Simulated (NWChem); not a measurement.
# One shape, several levels: doublet [BHO2]+

We compute a comparison of 4 runs (UHF/STO-3G, UHF/3-21G, UB3LYP/6-31G*) of doublet [BHO2]+. 

Program for the calculation: NWChem 7.3.0.

1 further run of the same task is left out (set aside as unsound or not needed).

## 1. The system as given

[BHO2]+: 4 atoms, total charge +1, spin state doublet. SMILES of the parent species: `O=BO`. Geometry: relaxed at PBE0-D4/def2-TZVP. That shape belongs to the parent species and isn't relaxed for this state.

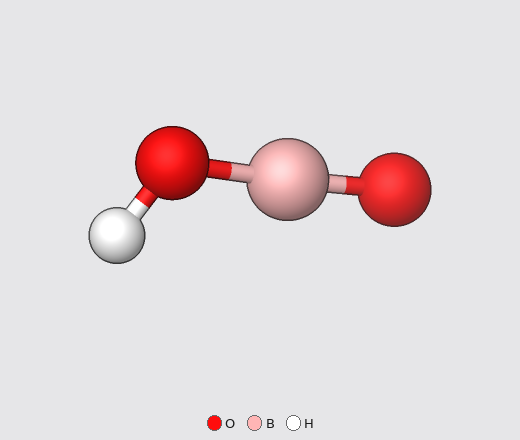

The structure, seen from a chosen angle (oxygen red, boron pink, hydrogen white).

## 2. The energy at UHF/STO-3G (run 1)

Contents of bho2.nw:

```
start bho2
memory stack 880 mb heap 220 mb global 1100 mb
charge 1

geometry units angstroms noautosym nocenter noautoz
O       -1.555100       0.523500       0.428500
B       -0.423900       0.132000       0.248600
O        0.816700      -0.302000       0.108600
H        1.162300      -0.353500      -0.785700
end

basis spherical bse
* library STO-3G
end

scf
doublet
uhf
thresh 1e-08
maxiter 80
print medium
end

task scf energy
```

Run with:

```bash
nwchem bho2.nw > bho2.out
```

What it wrote:

```text
[...]
  functions       =    16
[...]
  wavefunction    = UHF
[...]
         Total SCF energy =   -172.411415188366
      One electron energy =   -337.042483898329
      Two electron energy =    110.625488222813
 Nuclear repulsion energy =     54.005580487150
                       Sz =      0.5000
                 Sz(Sz+1) =      0.7500
                      S^2 =      0.8370
[...]
```

Wall time 1.2 s (1 thread of AMD EPYC 7R13 (Zen 3), shared host); peak memory 0.096 GiB.

## 3. A single-point energy at UHF/3-21G (run 2)

Contents of test.xyz:

```xyz
4
BHO2 hf
O     -1.555100     0.523500     0.428500
B     -0.423900     0.132000     0.248600
O      0.816700    -0.302000     0.108600
H      1.162300    -0.353500    -0.785700
```

Contents of run.py:

```python
from ase.io import read
from ase.calculators.nwchem import NWChem

system = read('test.xyz')

calc = NWChem(
    label='test',
    theory='scf',
    memory='2200 mb',
    basis='3-21G',
    basispar='spherical bse',
    charge=1,
    scf={'nopen': '1', 'uhf': None, 'thresh': '1e-08', 'maxiter': '80'},
    task='energy',
)
system.calc = calc

e = system.get_potential_energy()
print(f"E = {e:.6f} eV")
```

Run with:

```bash
export ASE_NWCHEM_COMMAND="nwchem PREFIX.nwi > PREFIX.nwo"
python run.py
```

What it wrote:

```text
E = -4726.912855 eV
```

The calculator wrote test.nwi:

```
title "test"

permanent_dir test

scratch_dir test

start test

geometry units angstrom nocenter noautosym noautoz
  O  -1.5550999999999999e+00 5.2349999999999997e-01 4.2849999999999999e-01
  B  -4.2390000000000000e-01 1.3200000000000001e-01 2.4859999999999999e-01
  O  8.1669999999999998e-01 -3.0199999999999999e-01 1.0860000000000000e-01
  H  1.1623000000000001e+00 -3.5349999999999998e-01 -7.8569999999999995e-01
end

charge 1

memory 2200 mb

basis spherical bse noprint
   * library 3-21G
end

scf
  nopen 1
  uhf
  thresh 1e-08
  maxiter 80
end

task scf energy
```

test.nwo, shortened:

```text
[...]
      One electron energy =   -338.185209392542
[... 1 line left out ...]
 Nuclear repulsion energy =     54.005580487150
[... 33 lines left out ...]
          Final beta eigenvalues
[... 191 lines left out ...]
                     UHF Final Beta Molecular Orbital Analysis
[...]
```

Wall time 2 s (1 thread of AMD EPYC 7R13 (Zen 3), shared host); peak memory 0.097 GiB.

Run 3 isn't shown in full; the table further down has it.

## 4. The energy at UB3LYP/6-31G(d) (Cartesian functions) (run 4)

Contents of bho2.nw:

```
start bho2
memory 2200 mb
charge 1

geometry units atomic noautosym nocenter noautoz
  O     -2.93871310     0.98927163     0.80974764
  B     -0.80105490     0.24944385     0.46978591
  O      1.54333933    -0.57069729     0.20522426
  H      2.19642867    -0.66801819    -1.48475782
end

basis cartesian
  O library 6-31G*
  B library 6-31G*
  H library 6-31G*
end

dft
  xc b3lyp
  mult 2
  grid xfine
  convergence energy 1e-08
  maxiter 100
  mulliken
  print medium
end

task dft energy
```

Run with:

```bash
nwchem bho2.nw > bho2.out
```

What it wrote:

```text
[...]
          Wavefunction type:  spin polarized.
          No. of atoms     :     4
          No. of electrons :    21
[...]
          Charge           :     1
          Spin multiplicity:     2
[...]
          AO basis - number of functions:    47
[...]
              XC Information
              --------------
                         B3LYP Method XC Potential
                     Hartree-Fock (Exact) Exchange  0.200
                        Slater Exchange Functional  0.800 local
                    Becke 1988 Exchange Functional  0.720 non-local
              Lee-Yang-Parr Correlation Functional  0.810
                  VWN I RPA Correlation Functional  0.190 local
[...]
 d= 0,ls=0.0,diis     1   -175.3517362886 -2.29D+02  1.57D-02  4.46D-01     1.4
[...]
 d= 0,ls=0.0,diis    12   -175.5353520946 -3.67D-09  3.57D-07  1.97D-09    11.1
[...]
         Total DFT energy =     -175.535352094587
      One electron energy =     -339.980498925874
           Coulomb energy =      131.716514386709
    Exchange-Corr. energy =      -21.276944067789
 Nuclear repulsion energy =       54.005576512366
[...]
      Total Density - Mulliken Population Analysis
     ---------------------------------------------
    Atom       Charge   Shell Charges
 -----------   ------   -------------------------------------------------------
    1 O    8     7.95   1.99  0.97  2.78  0.88  1.31  0.02
    2 B    5     4.27   1.99  0.56  1.40  0.07  0.15  0.10
    3 O    8     8.31   1.99  0.93  2.92  0.84  1.58  0.05
    4 H    1     0.47   0.43  0.04
[...]
      <S2> =      0.7622 (Exact =     0.7500)
[...]
```

It took 12 s on 1 thread of AMD EPYC 7R13 (Zen 3), shared host; peak memory 0.12 GiB.

## 5. All runs side by side

```csv
run,level,iteration cap,module,energy (Eh),HOMO energy (eV),LUMO energy (eV),⟨S²⟩,wall time
1,UHF/STO-3G,80,scf,-172.411415,-20.77,-6.73,0.837,1.2 s
2,UHF/3-21G,80,scf,-173.710845,-23.16,-9.24,0.765,2 s
3,UB3LYP/6-31G* (spherical functions),100,dft,-175.532686,-18.83,-15.40,0.762,11 s
4,UB3LYP/6-31G* (Cartesian functions),100,dft,-175.535352,-18.84,-15.40,0.762,12 s
```

## 6. Outcome

```
                                 quantity          value
                      run 4: total energy  -175.53535 Eh
run 4: HOMO energy (highest over α and β)      -18.84 eV
 run 4: LUMO energy (lowest over α and β)      -15.40 eV
                              run 4: ⟨S²⟩          0.762
```

**Reading.** In run 1 the basis is minimal, so the values are rough. All runs together took 26 s, the longest 12 s.
